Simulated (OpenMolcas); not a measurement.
# Single-point calculation of HCl

System: HCl, SMILES Cl.
Method: HF/6-31G, UHF (OpenMolcas 26.06).

The geometry comes from this level: PBE0-D4/def2-TZVP.

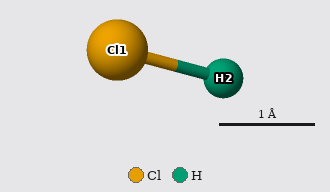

**Figure 1.** The structure (ball-and-stick view, seen at a tilt; atoms are numbered from 1 in the order of the input). Bond lengths as drawn: Cl–H 1.28 Å.

**Key numbers**

- outcome: converged
- total energy: −460.037014 hartree
- basis functions: 15
- HOMO: −13.04 eV
- LUMO: 4.33 eV
- dipole moment: 1.87 debye
- hardware: 1 thread of Arm Neoverse V2, 24 GiB of memory available, shared host
- wall time: 1.6 s
- peak memory: 0.37 GiB

**The input**
```
* ClH Hartree-Fock

&gateway
  baslib
  $CurrDir
  basisset
  Cl.6-31G....
  Cl1 0.546000 -0.178500 0.280800 angstrom
  End of Basis
  basisset
  H.6-31G....
  H2 -0.546000 0.178500 -0.280800 angstrom
  End of Basis

&seward

&scf
  uhf
  scramble
  0.25
  prorbitals
  1 1
```

Launched with:
```bash
export MOLCAS_MEM=1860
pymolcas step1.input > step1.log
```

**Log**
```
--- Start Module: gateway ---

                                              &GATEWAY

                       available to each process: 1.9 GB of memory, 1 thread

 Basis Set     1 Label: CL.6-31G....
 Basis set is read from library:.
 basistype.tbl is not found

 Basis Set     2 Label: H.6-31G....
 Basis set is read from library:.
 basistype.tbl is not found

++    Symmetry information:
      ---------------------

                    Character Table for C1

                             E
                    a        1  x, y, xy, Rz, z, xz, Ry, yz, Rx, I
--

++    Basis set information:
      ----------------------

      Basis set label: CL.6-31G.........

      Electronic valence basis set:
      ------------------
      Associated Effective Charge  17.000000 au
      Associated Actual Charge     17.000000 au
      Nuclear Model: Point charge

      Shell  nPrim  nBasis  Cartesian Spherical Contaminant
         s      16       4        X
         p      10       3        X

      Basis set label: H.6-31G.........

      Electronic valence basis set:
      ------------------
      Associated Effective Charge   1.000000 au
      Associated Actual Charge      1.000000 au
      Nuclear Model: Point charge

      Shell  nPrim  nBasis  Cartesian Spherical Contaminant
         s       4       2        X
--

++    Molecular structure info:
      -------------------------

                    ************************************************
                    **** Cartesian Coordinates / bohr, angstrom ****
                    ************************************************

     Center  Label                x              y              z                     x              y              z
        1      CL1              1.031790      -0.337316       0.530635              0.546000      -0.178500       0.280800
        2      H2              -1.031790       0.337316      -0.530635             -0.546000       0.178500      -0.280800
--

            Nuclear Potential Energy              7.03477695 au

--- Stop Module: gateway /rc=_RC_ALL_IS_WELL_ ---

--- Start Module: seward ---

                                              &SEWARD

                       available to each process: 1.9 GB of memory, 1 thread

               SEWARD will generate:
                  Multipole Moment integrals up to order  2
                  Kinetic Energy integrals
                  Nuclear Attraction integrals (point charge)
                  One-Electron Hamiltonian integrals
                  Velocity integrals
                  Orbital angular momentum around (  0.9740  -0.3184   0.5009 )
                  Velocity quadrupole around (  0.9740  -0.3184   0.5009 )
                  Two-Electron Repulsion integrals

                   Integrals are discarded if absolute value <: 1.00E-14
                   Integral cutoff threshold is set to       <: 1.00E-16

            Nuclear Potential Energy              7.03477695 au

      Basis set specifications :
      Symmetry species         a
      Basis functions           15

--- Stop Module: seward /rc=_RC_ALL_IS_WELL_ ---

--- Start Module: scf ---

                                                &SCF

                       available to each process: 1.9 GB of memory, 1 thread

++    Input section:
      --------------

      Header of the integral files:

      Cartesian coordinates in angstrom:
      -----------------------------------------------------
      No.  Label        X            Y            Z
      -----------------------------------------------------
       1   CL1        0.54600000  -0.17850000   0.28080000
       2   H2        -0.54600000   0.17850000  -0.28080000
      -----------------------------------------------------
      Nuclear repulsion energy =    7.03477695
--

++    Orbital specifications:
      -----------------------

      Symmetry species               1
                                     a
      Frozen orbitals                0
      Occupied orbitals alpha        9
      Occupied orbitals beta         9
      Secondary orbitals alpha       6
      Secondary orbitals beta        6
      Deleted orbitals               0
      Total number of orbitals      15
      Number of basis functions     15
--

      Molecular charge                           0.000

++    Optimization specifications:
      ----------------------------

      SCF Algorithm: Conventional USCF
      D(i)-D(i-1) density differences are used
      Number of density matrices in core                 5
      Maximum number of NDDO SCF iterations            400
      Maximum number of HF SCF iterations              400
      Threshold for SCF energy change             1.00E-09
      Threshold for density matrix                1.00E-04
      Threshold for Fock matrix                   1.50E-04
      Threshold for linear dependence             1.00E-09
      Threshold at which DIIS is turned on        1.50E-01
      Maximum depth in the DIIS procedure                5
      Maximum depth in the BFGS Hessian update          30
      Threshold at which QNR/C2DIIS is turned on  7.50E-02
      Threshold for Norm(delta) (QNR/C2DIIS)      1.00E-03
      All orbitals punched on: UHFORB
--

      Input vectors read from INPORB
      Orbital file label: *Guess orbitals
      Start orbitals are scrambled in order to introduce symmetry breaking

++ Convergence information
                               UHF SCF        iterations: Energy and convergence statistics

Iter     Tot. SCF        One-elec.       Two-elec.     Energy      Max Dij or  Max Fij      DNorm      TNorm      AccCon     Time
         Energy          Energy          Energy        Change      Delta Norm                                                in Sec.
   1  -459.971315805  -648.642721123   181.636628370   0.00E+00    6.79E-01*   9.36E-02*    6.23E+00   7.51E+01   None         0.
   2  -459.348447192  -644.126032847   177.742808707   6.23E-01*   1.82E-01*   3.65E-01*    4.85E+00   7.43E+01   EDIIS        0.
   3  -460.026398723  -649.883031145   182.821855474  -6.78E-01*   1.07E-01*   3.46E-02*    7.25E-01   7.54E+01   EDIIS        0.
   4  -460.033990166  -649.601055247   182.532288133  -7.59E-03*   3.63E-02*   3.40E-02*    3.12E-01   7.53E+01   c2DIIS       0.
   5  -460.036697417  -649.737147693   182.665673328  -2.71E-03*   2.84E-02*   6.23E-03*    1.43E-01   7.53E+01   QNRc2DIIS    0.
   6  -460.036911798  -649.648681042   182.576992296  -2.14E-04*   3.59E-02*   3.61E-03*    5.85E-02   7.53E+01   QNRc2DIIS    0.
   7  -460.037012833  -649.660632674   182.588842893  -1.01E-04*   2.04E-03*   3.63E-04*    7.33E-02   7.53E+01   QNRc2DIIS    0.
   8  -460.037013699  -649.667444387   182.595653740  -8.67E-07*   4.40E-04    5.86E-05     3.87E-03   7.53E+01   QNRc2DIIS    0.
   9  -460.037013742  -649.667850142   182.596059452  -4.33E-08*   2.41E-04    2.94E-05     1.13E-03   7.53E+01   QNRc2DIIS    0.
  10  -460.037013750  -649.667744448   182.595953750  -7.28E-09*   1.14E-04    1.22E-05     4.36E-04   7.53E+01   QNRc2DIIS    0.
  11  -460.037013751  -649.667746433   182.595955734  -1.22E-09*   3.03E-05    3.29E-06     2.05E-04   7.53E+01   QNRc2DIIS    0.
  12  -460.037013751  -649.667750584   182.595959884  -9.80E-11    5.42E-06    6.42E-07     5.86E-05   7.53E+01   QNRc2DIIS    0.

       Convergence after  12 Iterations
--

 *****************************************************************************************************************************
 *                                             SCF/KS-DFT Program, Final results                                             *
 *                                                       Final Results                                                       *
 *****************************************************************************************************************************

::    Total SCF energy                               -460.0370137510
      One-electron energy                            -649.6677505836
      Two-electron energy                             182.5959598845
      Nuclear repulsion energy                          7.0347769481
      Kinetic energy (interpolated)                   460.2230246837
      Virial theorem                                    0.9995958244
      Total spin, S(S+1)                               -0.0000000000
      Total spin, S                                    -0.0000000000
      Max non-diagonal density matrix element           0.0000036012
      Max non-diagonal Fock matrix element              0.0000005112

      All orbitals with orbital energies smaller than  E(LUMO)+0.5 are printed

++    Molecular orbitals:
      -------------------

      Title: UHF orbitals (alpha)

      Molecular orbitals for symmetry species 1: a

          Orbital            1         2         3         4         5         6         7         8         9        10
          Energy         -104.8337  -10.5756   -8.0445   -8.0396   -8.0396   -1.1296   -0.6167   -0.4793   -0.4793    0.1592
          Occ. No.          1.0000    1.0000    1.0000    1.0000    1.0000    1.0000    1.0000    1.0000    1.0000    0.0000

          Orbital           11        12        13        14
          Energy            0.5791    0.6134    0.6210    0.6210
          Occ. No.          0.0000    0.0000    0.0000    0.0000

--

      All orbitals with orbital energies smaller than  E(LUMO)+0.5 are printed

++    Molecular orbitals:
      -------------------

      Title: UHF orbitals (beta)

      Molecular orbitals for symmetry species 1: a

          Orbital            1         2         3         4         5         6         7         8         9        10
          Energy         -104.8337  -10.5756   -8.0445   -8.0396   -8.0396   -1.1296   -0.6167   -0.4793   -0.4793    0.1592
          Occ. No.          1.0000    1.0000    1.0000    1.0000    1.0000    1.0000    1.0000    1.0000    1.0000    0.0000

          Orbital           11        12        13        14
          Energy            0.5791    0.6134    0.6210    0.6210
          Occ. No.          0.0000    0.0000    0.0000    0.0000

--

++    Molecular charges:
      ------------------

      Mulliken charges per centre and basis function type
      ---------------------------------------------------

                            CL1                     H2
                     alpha        beta       alpha        beta
      1s           2.9811      2.9811      0.4041      0.4041
      2px          1.7191      1.7191      0.0000      0.0000
      2pz          1.9257      1.9257      0.0000      0.0000
      2py          1.9700      1.9700      0.0000      0.0000
      Total        8.5959      8.5959      0.4041      0.4041
      Total             17.1918                  0.8082

      Charge           -0.1918                  0.1918

      Total electronic charge=   18.000000

      Total            charge=   -0.000000
--

++    Molecular orbitals:
      -------------------

      Title: Natural orbitals

      Molecular orbitals for symmetry species 1: a

          Orbital            1         2         3         4         5         6         7         8         9        10
          Energy         -104.8337  -10.5756   -8.0445   -8.0396   -8.0396   -1.1296   -0.6167   -0.4793   -0.4793    0.1596
          Occ. No.          2.0000    2.0000    2.0000    2.0000    2.0000    2.0000    2.0000    2.0000    2.0000    0.0000

          Orbital           11        12        13        14        15
          Energy            0.5790    0.6134    0.6211    0.6210    0.9932
          Occ. No.          0.0000    0.0000    0.0000    0.0000    0.0000

--

++    Molecular properties:
      ---------------------

      Charge (e):
                      =   -0.0000
      Dipole Moment (debye):
      Origin of the operator (angstrom)=    0.5154   -0.1685    0.2651
                   X= -1.5974E+00               Y=  5.2223E-01               Z= -8.2153E-01           Total=  1.8707E+00
      Quadrupole Moment (debye*angstrom):
      Origin of the operator (angstrom)=    0.5154   -0.1685    0.2651
                  XX= -1.1545E+01              XY= -8.1540E-01              XZ=  1.2827E+00              YY= -1.3772E+01
                  YZ= -4.1935E-01              ZZ= -1.3379E+01
      In traceless form (debye*angstrom)
                  XX=  2.0310E+00              XY= -1.2231E+00              XZ=  1.9241E+00              YY= -1.3103E+00
                  YZ= -6.2902E-01              ZZ= -7.2069E-01
--

--- Stop Module: scf /rc=_RC_ALL_IS_WELL_ ---

.##################.
.# Happy landing! #.
.##################.

    Timing: Wall=1.42 User=1.00 System=0.29
```

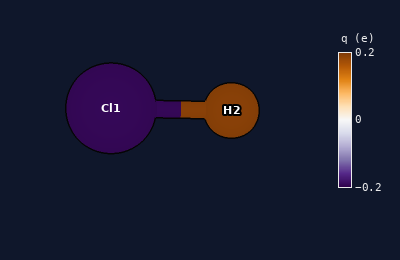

**Figure 2.** Mulliken charges, as the colour of each atom (ball-and-stick view, seen on its broad side; atoms are numbered from 1 in the order of the input). By element: Cl −0.19 and H +0.19 e.
